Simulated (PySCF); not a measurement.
Al(H)3, SMILES [AlH3] (H₃Al) at its CAM-B3LYP/def2-SVP optimised geometry (Å):

```
4

Al    -0.3956     0.0000     0.0000
H     -1.1867    -1.3703     0.0000
H      1.1867     0.0000     0.0000
H     -1.1867     1.3703     0.0000
```

Method: CAM-B3LYP/def2-TZVP in PySCF. Cells within 0.4 Å of a nucleus heavier than hydrogen are left out (blank, or x).

Map of the Laplacian of the electron density (e/bohr⁵), clipped to [-1.50, 1.50] on the plane z = 0.0 Å:

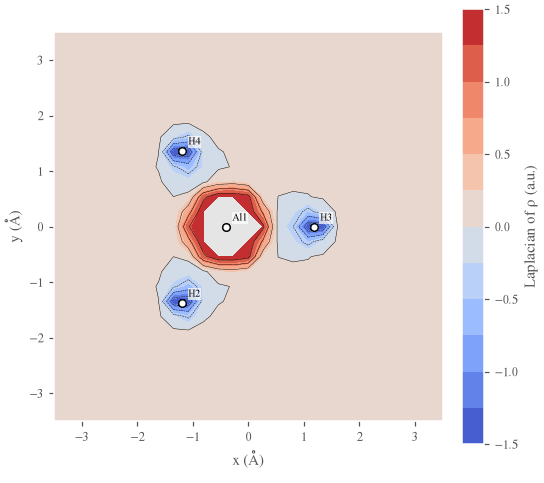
Figure. Laplacian of the electron density (e/bohr⁵), clipped to [-1.50, 1.50] on the plane z = 0.0 Å.
